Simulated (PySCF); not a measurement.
**Geometry relaxation, with input and output: In₂H₄Br₂**

In₂H₄Br₂, computed with PBE0-D3(BJ)/def2-SVP geometry optimisation, gas phase (PySCF 2.14.0).

The run did not end well. It belongs to a series of runs on one base structure; here: bridge Br.

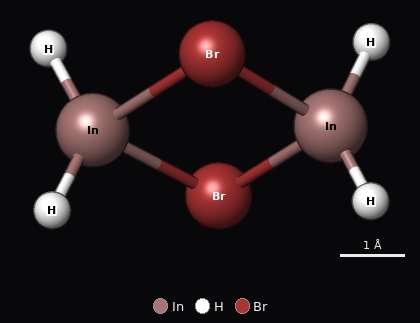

**Figure 1.** The structure as given in the input (ball-and-stick view, seen at a tilt). Sticks mark near contacts.

Input:
```
{"job": {"xc": "PBE0", "basis": "def2-SVP", "d3": "d3bj", "grid": 1, "maxiter": 30, "shake": 0.03, "kind": "geom"}, "charge": 0, "multiplicity": 1}
In     1.543050     0.662570    -0.851450
H      1.305660     2.366690    -1.211970
H      2.649820    -0.385930    -1.176740
Br     0.886600     0.430740     1.701220
In    -1.487690    -0.756780     0.834650
H     -2.722820     0.385530     1.164760
H     -1.287700    -2.390440     1.182790
Br    -0.748690    -0.398040    -1.726970
```

The first line tells a small driver script what to run in PySCF; the rest is the geometry in Å.

Machine: 1 CPU thread, shared host.

Launched with:
```bash
OMP_NUM_THREADS=1 python <driver script> task.json out
```

The program's output:
```
step   0  E = -5529.85072455  max force = 0.050697
step   1  E = -5529.85919612  max force = 0.007929
step   2  E = -5529.85979896  max force = 0.003315
step   3  E = -5529.86007748  max force = 0.002030
step   4  E = -5529.86014720  max force = 0.001592
step   5  E = -5529.86012442  max force = 0.001667
step   6  E = -5529.86012353  max force = 0.002219
step   7  E = -5529.86021620  max force = 0.001475
step   8  E = -5529.86027048  max force = 0.000513
step   9  E = -5529.86028826  max force = 0.000937
step  10  E = -5529.86031392  max force = 0.001250
step  11  E = -5529.86034677  max force = 0.000799
step  12  E = -5529.86038499  max force = 0.000718
step  13  E = -5529.86041049  max force = 0.000721
step  14  E = -5529.86042406  max force = 0.000910
step  15  E = -5529.86043148  max force = 0.000874
step  16  E = -5529.86043932  max force = 0.000798
step  17  E = -5529.86044566  max force = 0.000799
step  18  E = -5529.86044804  max force = 0.000798
step  19  E = -5529.86044906  max force = 0.000797
step  20  E = -5529.86044952  max force = 0.000796
step  21  E = -5529.86044974  max force = 0.000796
step  22  E = -5529.86044986  max force = 0.000796
step  23  E = -5529.86044997  max force = 0.000796
step  24  E = -5529.86045008  max force = 0.000797
step  25  E = -5529.86045018  max force = 0.000796
step  26  E = -5529.86045029  max force = 0.000796
step  27  E = -5529.86045040  max force = 0.000796
step  28  E = -5529.86045050  max force = 0.000796
step  29  E = -5529.86045060  max force = 0.000796
step  30  E = -5529.86045071  max force = 0.000796
optimisation not converged
```

Trajectory as extended XYZ (Å, eV, eV/Å), 26 of the 31 frames kept, from step=0 to step=30:
```
8
Properties=species:S:1:pos:R:3:forces:R:3 step=0 energy=-150474.90270
In    1.5431    0.6626   -0.8515   -1.3667   2.6069   0.0309
H     1.3057    2.3667   -1.2120    0.0343  -0.4848   0.1617
H     2.6498   -0.3859   -1.1767    1.8177  -1.8524  -0.4639
Br    0.8866    0.4307    1.7012   -0.3092  -0.1769   0.2648
In   -1.4877   -0.7568    0.8347   -0.1257   0.3760   0.2205
H    -2.7228    0.3855    1.1648    0.1062   0.0646  -0.0644
H    -1.2877   -2.3904    1.1828    0.1573  -0.3848   0.0183
Br   -0.7487   -0.3980   -1.7270   -0.3139  -0.1487  -0.1680
8
Properties=species:S:1:pos:R:3:forces:R:3 step=1 energy=-150475.13322
In    1.5375    0.7212   -0.8697    0.4077  -0.2595  -0.2184
H     1.2955    2.3766   -1.1780   -0.0114   0.1292  -0.0018
H     2.7700   -0.4640   -1.2203   -0.3383   0.2276   0.1431
Br    0.8377    0.4334    1.7213   -0.1179  -0.1127   0.0184
In   -1.5007   -0.7566    0.8592   -0.0183  -0.1168   0.1440
H    -2.7262    0.4022    1.1398    0.0424   0.0452  -0.0063
H    -1.2691   -2.4272    1.1962    0.0527   0.1188  -0.0733
Br   -0.8064   -0.3713   -1.7321   -0.0169  -0.0317  -0.0057
8
Properties=species:S:1:pos:R:3:forces:R:3 step=2 energy=-150475.14963
In    1.5402    0.7271   -0.8729    0.1705  -0.0113  -0.1661
H     1.3175    2.3937   -1.1975   -0.0016  -0.0240   0.0461
H     2.7388   -0.4690   -1.1943   -0.1485   0.0739   0.0797
Br    0.8236    0.4125    1.7221   -0.0329  -0.0435   0.0088
In   -1.5005   -0.7622    0.8620   -0.0588  -0.0307   0.0911
H    -2.7177    0.4023    1.1530    0.0322   0.0284  -0.0127
H    -1.2530   -2.4252    1.1768    0.0421   0.0078  -0.0504
Br   -0.8107   -0.3649   -1.7331   -0.0029  -0.0007   0.0037
8
Properties=species:S:1:pos:R:3:forces:R:3 step=4 energy=-150475.15910
In    1.5417    0.7360   -0.8929   -0.0637   0.0666  -0.0032
H     1.3617    2.4102   -1.1821   -0.0066  -0.0163   0.0167
H     2.6739   -0.5059   -1.1579    0.0478  -0.0819  -0.0184
Br    0.8142    0.3948    1.7173    0.0353   0.0089   0.0053
In   -1.4998   -0.7707    0.8741   -0.0285  -0.0047  -0.0005
H    -2.7058    0.4010    1.1710    0.0023  -0.0036   0.0111
H    -1.2106   -2.4355    1.1167   -0.0008  -0.0177  -0.0207
Br   -0.8370   -0.3157   -1.7299    0.0144   0.0486   0.0098
8
Properties=species:S:1:pos:R:3:forces:R:3 step=5 energy=-150475.15848
In    1.5448    0.7438   -0.9028   -0.0342  -0.0730   0.0857
H     1.4246    2.4240   -1.1723    0.0154  -0.0103   0.0027
H     2.5934   -0.5833   -1.1383    0.0101   0.0281  -0.0512
Br    0.8213    0.3793    1.7236    0.0059   0.0163  -0.0300
In   -1.5012   -0.7798    0.8835    0.0639   0.0130  -0.0719
H    -2.7072    0.3744    1.2308   -0.0246  -0.0199   0.0293
H    -1.1644   -2.4486    1.0059   -0.0396  -0.0072   0.0058
Br   -0.8730   -0.1955   -1.7142    0.0031   0.0530   0.0295
8
Properties=species:S:1:pos:R:3:forces:R:3 step=6 energy=-150475.15846
In    1.5505    0.7428   -0.8967    0.0066  -0.1141   0.0898
H     1.4557    2.4235   -1.1634    0.0252   0.0113   0.0048
H     2.5674   -0.6107   -1.1426   -0.0078   0.0687  -0.0455
Br    0.8207    0.3715    1.7282   -0.0133   0.0133  -0.0378
In   -1.5052   -0.7807    0.8766    0.0863   0.0111  -0.0651
H    -2.7156    0.3548    1.2678   -0.0257  -0.0179   0.0133
H    -1.1561   -2.4505    0.9544   -0.0481   0.0022   0.0018
Br   -0.8791   -0.1363   -1.7081   -0.0232   0.0254   0.0387
8
Properties=species:S:1:pos:R:3:forces:R:3 step=7 energy=-150475.16098
In    1.5585    0.7371   -0.8811    0.0414  -0.0758   0.0435
H     1.4709    2.4197   -1.1430    0.0298   0.0166   0.0118
H     2.5747   -0.6105   -1.1644   -0.0176   0.0628  -0.0194
Br    0.8181    0.3655    1.7328   -0.0270  -0.0047  -0.0294
In   -1.5091   -0.7788    0.8639    0.0567   0.0052  -0.0293
H    -2.7273    0.3429    1.2767   -0.0101  -0.0087  -0.0015
H    -1.1738   -2.4523    0.9360   -0.0315   0.0056  -0.0100
Br   -0.8736   -0.1093   -1.7045   -0.0418  -0.0010   0.0344
8
Properties=species:S:1:pos:R:3:forces:R:3 step=8 energy=-150475.16246
In    1.5707    0.7324   -0.8623    0.0249   0.0002   0.0019
H     1.5000    2.4202   -1.1064    0.0264   0.0100   0.0159
H     2.5818   -0.6059   -1.1879   -0.0047   0.0201  -0.0030
Br    0.8117    0.3502    1.7375   -0.0258  -0.0192  -0.0093
In   -1.5144   -0.7801    0.8500    0.0067   0.0028  -0.0029
H    -2.7394    0.3317    1.2730    0.0003   0.0028   0.0015
H    -1.1999   -2.4581    0.9087   -0.0104   0.0022  -0.0133
Br   -0.8722   -0.0759   -1.6962   -0.0174  -0.0188   0.0092
8
Properties=species:S:1:pos:R:3:forces:R:3 step=10 energy=-150475.16364
In    1.5990    0.7351   -0.8252   -0.0217   0.0643  -0.0200
H     1.5676    2.4333   -1.0128    0.0064  -0.0002   0.0131
H     2.6041   -0.5883   -1.2096    0.0127  -0.0269   0.0076
Br    0.7861    0.2949    1.7447    0.0079  -0.0295   0.0025
In   -1.5396   -0.7845    0.8132   -0.0467  -0.0022   0.0305
H    -2.7599    0.3237    1.2640    0.0159   0.0139  -0.0089
H    -1.2634   -2.4698    0.8365    0.0095  -0.0035  -0.0157
Br   -0.8557   -0.0300   -1.6943    0.0159  -0.0160  -0.0090
8
Properties=species:S:1:pos:R:3:forces:R:3 step=11 energy=-150475.16453
In    1.6073    0.7443   -0.8125   -0.0365   0.0385  -0.0082
H     1.5873    2.4460   -0.9705   -0.0063  -0.0056   0.0119
H     2.6132   -0.5762   -1.2077    0.0103  -0.0156   0.0049
Br    0.7801    0.2557    1.7467    0.0298  -0.0309  -0.0125
In   -1.5522   -0.7898    0.8023   -0.0411   0.0005   0.0128
H    -2.7577    0.3357    1.2482    0.0111   0.0103   0.0034
H    -1.2937   -2.4778    0.8052    0.0040   0.0009  -0.0034
Br   -0.8461   -0.0235   -1.6955    0.0286   0.0019  -0.0088
8
Properties=species:S:1:pos:R:3:forces:R:3 step=12 energy=-150475.16557
In    1.6090    0.7510   -0.8093   -0.0289   0.0097   0.0045
H     1.5883    2.4544   -0.9463   -0.0129  -0.0059   0.0076
H     2.6208   -0.5663   -1.2052    0.0036   0.0019  -0.0014
Br    0.7828    0.2268    1.7432    0.0369  -0.0340  -0.0228
In   -1.5600   -0.7922    0.7979   -0.0227   0.0084   0.0011
H    -2.7507    0.3490    1.2424    0.0069   0.0055   0.0082
H    -1.3124   -2.4815    0.7923   -0.0046   0.0003   0.0035
Br   -0.8395   -0.0268   -1.6987    0.0217   0.0141  -0.0007
8
Properties=species:S:1:pos:R:3:forces:R:3 step=13 energy=-150475.16627
In    1.6079    0.7570   -0.8100   -0.0087  -0.0206   0.0140
H     1.5824    2.4612   -0.9293   -0.0149  -0.0021   0.0057
H     2.6251   -0.5581   -1.2058   -0.0048   0.0243  -0.0082
Br    0.7926    0.1968    1.7366    0.0321  -0.0371  -0.0305
In   -1.5656   -0.7940    0.7974    0.0022   0.0168  -0.0098
H    -2.7403    0.3626    1.2434    0.0030   0.0009   0.0141
H    -1.3276   -2.4843    0.7836   -0.0147   0.0018   0.0098
Br   -0.8362   -0.0269   -1.6996    0.0057   0.0161   0.0049
8
Properties=species:S:1:pos:R:3:forces:R:3 step=14 energy=-150475.16664
In    1.6049    0.7614   -0.8141    0.0240  -0.0462   0.0181
H     1.5694    2.4657   -0.9176   -0.0120   0.0061   0.0044
H     2.6294   -0.5498   -1.2107   -0.0143   0.0468  -0.0161
Br    0.8081    0.1663    1.7259    0.0135  -0.0395  -0.0298
In   -1.5695   -0.7944    0.7992    0.0296   0.0254  -0.0153
H    -2.7275    0.3758    1.2522    0.0015  -0.0026   0.0166
H    -1.3410   -2.4858    0.7809   -0.0238   0.0020   0.0119
Br   -0.8356   -0.0248   -1.6995   -0.0185   0.0079   0.0102
8
Properties=species:S:1:pos:R:3:forces:R:3 step=16 energy=-150475.16705
In    1.6047    0.7611   -0.8172    0.0226  -0.0222   0.0140
H     1.5596    2.4657   -0.9127   -0.0085   0.0090   0.0072
H     2.6352   -0.5407   -1.2227   -0.0066   0.0315  -0.0210
Br    0.8191    0.1481    1.7180    0.0064  -0.0410  -0.0241
In   -1.5697   -0.7941    0.8012    0.0272   0.0308  -0.0104
H    -2.7201    0.3812    1.2610    0.0036  -0.0009   0.0168
H    -1.3526   -2.4867    0.7859   -0.0221  -0.0018   0.0077
Br   -0.8380   -0.0204   -1.6972   -0.0226  -0.0053   0.0098
8
Properties=species:S:1:pos:R:3:forces:R:3 step=17 energy=-150475.16722
In    1.6054    0.7610   -0.8187    0.0123  -0.0068   0.0137
H     1.5572    2.4659   -0.9114   -0.0082   0.0056   0.0085
H     2.6377   -0.5367   -1.2290   -0.0015   0.0210  -0.0223
Br    0.8221    0.1429    1.7153    0.0085  -0.0411  -0.0234
In   -1.5694   -0.7941    0.8024    0.0215   0.0315  -0.0082
H    -2.7178    0.3826    1.2645    0.0045  -0.0001   0.0169
H    -1.3574   -2.4873    0.7888   -0.0203  -0.0032   0.0062
Br   -0.8396   -0.0198   -1.6957   -0.0168  -0.0068   0.0086
8
Properties=species:S:1:pos:R:3:forces:R:3 step=18 energy=-150475.16729
In    1.6057    0.7610   -0.8195    0.0084  -0.0016   0.0133
H     1.5561    2.4660   -0.9107   -0.0080   0.0043   0.0091
H     2.6389   -0.5348   -1.2322   -0.0001   0.0176  -0.0225
Br    0.8236    0.1403    1.7139    0.0095  -0.0410  -0.0230
In   -1.5694   -0.7941    0.8031    0.0190   0.0314  -0.0071
H    -2.7167    0.3832    1.2664    0.0049   0.0002   0.0169
H    -1.3597   -2.4876    0.7903   -0.0195  -0.0036   0.0055
Br   -0.8403   -0.0196   -1.6949   -0.0142  -0.0073   0.0078
8
Properties=species:S:1:pos:R:3:forces:R:3 step=19 energy=-150475.16732
In    1.6058    0.7610   -0.8199    0.0067   0.0005   0.0131
H     1.5555    2.4661   -0.9103   -0.0079   0.0038   0.0093
H     2.6395   -0.5339   -1.2339    0.0003   0.0162  -0.0224
Br    0.8243    0.1390    1.7132    0.0101  -0.0410  -0.0228
In   -1.5693   -0.7941    0.8034    0.0178   0.0312  -0.0065
H    -2.7161    0.3835    1.2674    0.0051   0.0004   0.0168
H    -1.3609   -2.4878    0.7910   -0.0191  -0.0037   0.0052
Br   -0.8406   -0.0195   -1.6946   -0.0130  -0.0075   0.0074
8
Properties=species:S:1:pos:R:3:forces:R:3 step=20 energy=-150475.16733
In    1.6059    0.7610   -0.8201    0.0059   0.0015   0.0129
H     1.5553    2.4662   -0.9102   -0.0079   0.0035   0.0095
H     2.6398   -0.5335   -1.2347    0.0006   0.0156  -0.0224
Br    0.8247    0.1384    1.7129    0.0103  -0.0410  -0.0226
In   -1.5693   -0.7941    0.8036    0.0171   0.0312  -0.0064
H    -2.7159    0.3836    1.2679    0.0053   0.0005   0.0167
H    -1.3615   -2.4879    0.7913   -0.0189  -0.0038   0.0051
Br   -0.8408   -0.0194   -1.6944   -0.0125  -0.0075   0.0072
8
Properties=species:S:1:pos:R:3:forces:R:3 step=22 energy=-150475.16734
In    1.6060    0.7610   -0.8203    0.0054   0.0021   0.0127
H     1.5551    2.4662   -0.9101   -0.0078   0.0034   0.0096
H     2.6400   -0.5332   -1.2352    0.0007   0.0152  -0.0224
Br    0.8249    0.1380    1.7126    0.0106  -0.0409  -0.0224
In   -1.5693   -0.7941    0.8037    0.0167   0.0312  -0.0063
H    -2.7157    0.3837    1.2682    0.0054   0.0005   0.0167
H    -1.3619   -2.4879    0.7915   -0.0188  -0.0039   0.0049
Br   -0.8409   -0.0194   -1.6942   -0.0121  -0.0076   0.0071
8
Properties=species:S:1:pos:R:3:forces:R:3 step=23 energy=-150475.16734
In    1.6060    0.7610   -0.8203    0.0052   0.0023   0.0126
H     1.5550    2.4662   -0.9100   -0.0078   0.0033   0.0096
H     2.6401   -0.5331   -1.2354    0.0007   0.0151  -0.0224
Br    0.8250    0.1378    1.7125    0.0106  -0.0409  -0.0223
In   -1.5693   -0.7941    0.8037    0.0165   0.0311  -0.0063
H    -2.7156    0.3837    1.2684    0.0054   0.0006   0.0167
H    -1.3620   -2.4879    0.7916   -0.0188  -0.0039   0.0049
Br   -0.8409   -0.0194   -1.6942   -0.0119  -0.0076   0.0071
8
Properties=species:S:1:pos:R:3:forces:R:3 step=24 energy=-150475.16734
In    1.6060    0.7610   -0.8204    0.0052   0.0023   0.0128
H     1.5549    2.4662   -0.9100   -0.0078   0.0034   0.0096
H     2.6402   -0.5330   -1.2356    0.0007   0.0151  -0.0223
Br    0.8251    0.1377    1.7125    0.0106  -0.0410  -0.0226
In   -1.5693   -0.7941    0.8038    0.0166   0.0310  -0.0061
H    -2.7156    0.3838    1.2685    0.0054   0.0006   0.0167
H    -1.3621   -2.4880    0.7917   -0.0187  -0.0038   0.0049
Br   -0.8410   -0.0194   -1.6941   -0.0118  -0.0077   0.0070
8
Properties=species:S:1:pos:R:3:forces:R:3 step=25 energy=-150475.16735
In    1.6060    0.7610   -0.8204    0.0050   0.0025   0.0127
H     1.5549    2.4663   -0.9099   -0.0078   0.0033   0.0096
H     2.6402   -0.5329   -1.2358    0.0007   0.0149  -0.0223
Br    0.8252    0.1375    1.7124    0.0106  -0.0410  -0.0225
In   -1.5693   -0.7941    0.8038    0.0165   0.0310  -0.0060
H    -2.7155    0.3838    1.2686    0.0054   0.0006   0.0167
H    -1.3623   -2.4880    0.7918   -0.0187  -0.0038   0.0048
Br   -0.8410   -0.0194   -1.6941   -0.0117  -0.0077   0.0069
8
Properties=species:S:1:pos:R:3:forces:R:3 step=26 energy=-150475.16735
In    1.6060    0.7611   -0.8205    0.0048   0.0027   0.0127
H     1.5548    2.4663   -0.9099   -0.0078   0.0032   0.0097
H     2.6403   -0.5327   -1.2360    0.0007   0.0148  -0.0223
Br    0.8253    0.1374    1.7123    0.0107  -0.0409  -0.0224
In   -1.5693   -0.7941    0.8039    0.0163   0.0310  -0.0060
H    -2.7154    0.3839    1.2687    0.0054   0.0007   0.0167
H    -1.3624   -2.4880    0.7919   -0.0187  -0.0038   0.0048
Br   -0.8410   -0.0194   -1.6941   -0.0116  -0.0077   0.0069
8
Properties=species:S:1:pos:R:3:forces:R:3 step=28 energy=-150475.16736
In    1.6061    0.7611   -0.8206    0.0045   0.0031   0.0125
H     1.5547    2.4663   -0.9098   -0.0078   0.0031   0.0097
H     2.6404   -0.5325   -1.2364    0.0008   0.0145  -0.0223
Br    0.8255    0.1371    1.7121    0.0108  -0.0409  -0.0223
In   -1.5693   -0.7941    0.8039    0.0160   0.0310  -0.0059
H    -2.7153    0.3839    1.2689    0.0055   0.0007   0.0167
H    -1.3627   -2.4880    0.7920   -0.0186  -0.0038   0.0047
Br   -0.8411   -0.0194   -1.6940   -0.0113  -0.0077   0.0069
8
Properties=species:S:1:pos:R:3:forces:R:3 step=29 energy=-150475.16736
In    1.6061    0.7611   -0.8206    0.0043   0.0033   0.0124
H     1.5546    2.4663   -0.9098   -0.0078   0.0031   0.0097
H     2.6405   -0.5324   -1.2366    0.0008   0.0144  -0.0223
Br    0.8255    0.1369    1.7120    0.0109  -0.0409  -0.0222
In   -1.5693   -0.7941    0.8040    0.0159   0.0310  -0.0059
H    -2.7152    0.3840    1.2691    0.0055   0.0007   0.0167
H    -1.3628   -2.4880    0.7921   -0.0185  -0.0038   0.0047
Br   -0.8412   -0.0194   -1.6939   -0.0112  -0.0077   0.0069
8
Properties=species:S:1:pos:R:3:forces:R:3 step=30 energy=-150475.16736
In    1.6061    0.7611   -0.8207    0.0042   0.0033   0.0126
H     1.5545    2.4663   -0.9097   -0.0078   0.0031   0.0098
H     2.6406   -0.5323   -1.2368    0.0008   0.0144  -0.0223
Br    0.8256    0.1368    1.7120    0.0109  -0.0409  -0.0224
In   -1.5693   -0.7941    0.8040    0.0159   0.0309  -0.0057
H    -2.7152    0.3840    1.2692    0.0055   0.0008   0.0167
H    -1.3630   -2.4881    0.7922   -0.0185  -0.0038   0.0046
Br   -0.8412   -0.0194   -1.6939   -0.0111  -0.0078   0.0067
```

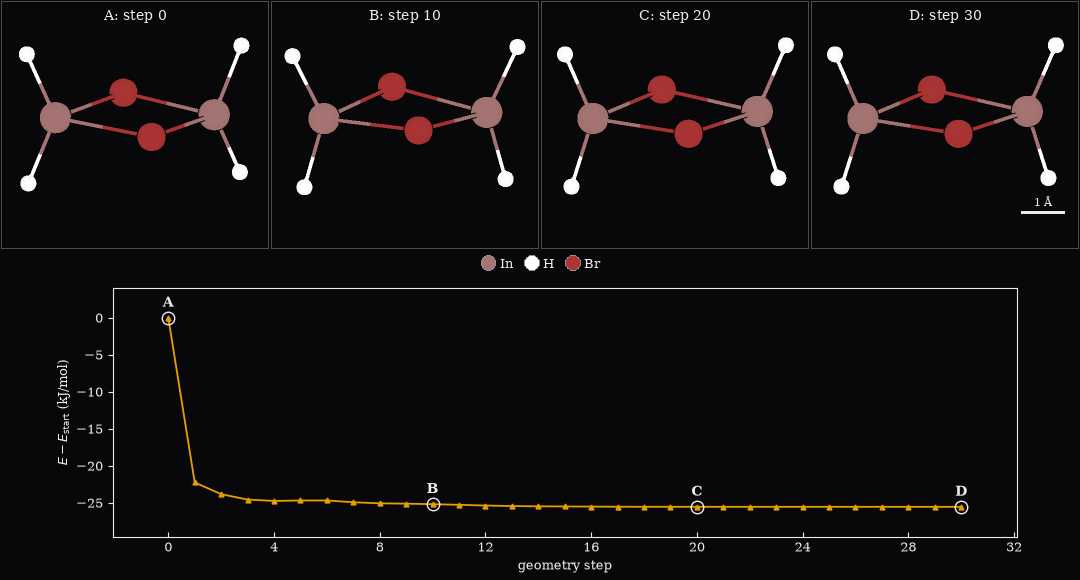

**Figure 2.** Frames of the relaxation (ball-and-stick view, seen at a tilt) above the curves, on which the letters mark them (steps are counted from 0).

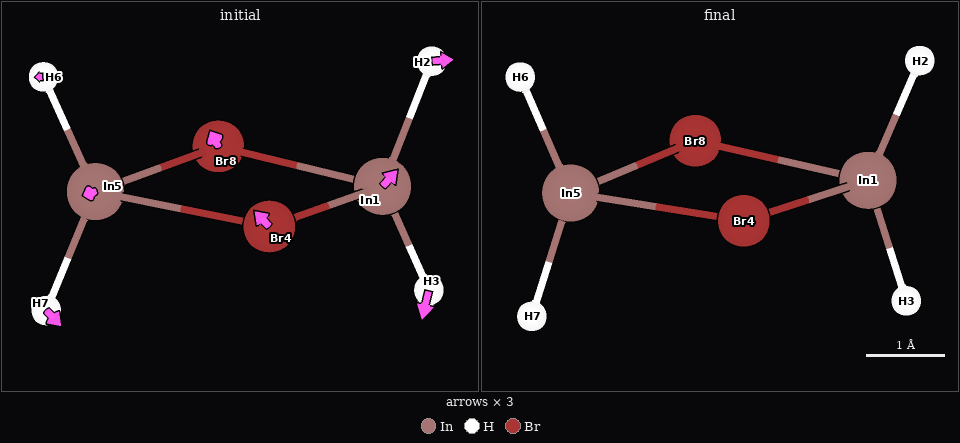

**Figure 3.** Before (left) and after (right) the relaxation, at one scale (ball-and-stick view, seen at a tilt). The pink arrows give the displacements, magnified 3 times. The relaxation stopped without meeting its thresholds, so the last structure isn't shown to be converged. H3 moves most after the best rigid fit: 0.14 Å. By element the largest moves are H 0.14 Å, In 0.11 Å, Br 0.11 Å. Among the contacts that change: In1–H3 1.559 → 1.708 Å, In1–Br4 2.646 → 2.723 Å, Br4–In5 2.793 → 2.725 Å, In1–H2 1.758 → 1.708 Å. Among the angles that change: H6–In5–H7 133.9° → 140.1°, H3–In1–Br4 108.6° → 103.1°, Br4–In1–Br8 93.9° → 88.6°. After 30 geometry steps the energy has fallen by 25.5 kJ/mol. The largest force component goes from 2.6 to 0.041 eV/Å. (Atoms are counted from 1 in the order of the input.)

Outcome:

| quantity | value |
| --- | --- |
| outcome | not converged |
| total energy | −5529.860451 hartree |
| dipole moment | 0.10 D |
| point group | C2v |
| wall time | 7.2 min |
| peak memory | 0.64 GiB |

The run did not converge. At least one of its steps failed, so the values that rest on that step are not results.
